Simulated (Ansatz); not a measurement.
VBiO4: Bi → Te

Take VBiO$_{4}$ (space group I4_1/a, No. 88; a = 5.121 Å, c = 11.621 Å) as the base.

Modification: full substitution Bi → Te, then cell and atoms are relaxed.

Method: Kohn–Sham DFT with the r2SCAN functional, run in Ansatz (a quantum-chemistry and plane-wave program) with PAW and 500 eV plane waves, no SOC. Settings: 10×10×10 k-points, 0.05 eV Fermi–Dirac smearing, for the changed cell.

| quantity | base | changed | shift |
|---|---|---|---|
| c/a ratio | 2.269 | 2.167 | -0.102 |
| space group | I4_1/a (No. 88) | I4_1/a (No. 88) | – |
| shortest interatomic distance | 3.257 bohr | 3.413 bohr | +0.156 bohr |
| band gap | 2.46 eV | zero | – |
| magnetic state | non-magnetic | ferromagnetic | – |
| largest site moment | 0.00 μB | 0.73 μB | +0.73 μB |

Final structure:

```
CELL_PARAMETERS angstrom
     -2.50988     2.50988     5.43858
      2.50988    -2.50988     5.43858
      2.50988     2.50988    -5.43858
ATOMIC_POSITIONS crystal
  Te 0.75000 0.25000 0.50000
  Te 0.00000 0.00000 0.00000
  V  0.25000 0.75000 0.50000
  V  0.50000 0.50000 0.00000
  O  0.06778 0.00053 0.40506
  O  0.59548 0.66272 0.59494
  O  0.75053 0.84548 0.43276
  O  0.41272 0.31778 0.56724
  O  0.68222 0.24947 0.09494
  O  0.15452 0.58728 0.90506
  O  0.99947 0.40452 0.06724
  O  0.33728 0.93222 0.93276
```

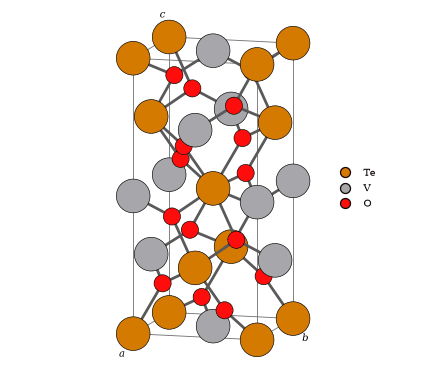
*The relaxed conventional cell after the change*

Cost of the whole job for the changed cell (relaxation, final SCF and bands): around 25 core-minutes (rough).

The magnetic state is the one reached from the starting moments; the real material's order can differ, and small cells can't hold many antiferromagnetic ones. Spin-orbit coupling, missing from the scalar runs, can matter with Bi and Te. Stability against distortions was not tested. As relaxed here, VTeO4 is a hypothetical phase, not in the database extracts checked. Starting moments died away, wholly or in part, for the base; another magnetic solution may exist. No Hubbard U is applied, and correlation can decide whether such a compound is a metal. Spin-polarised in the final run: VTeO4; the other runs are not.
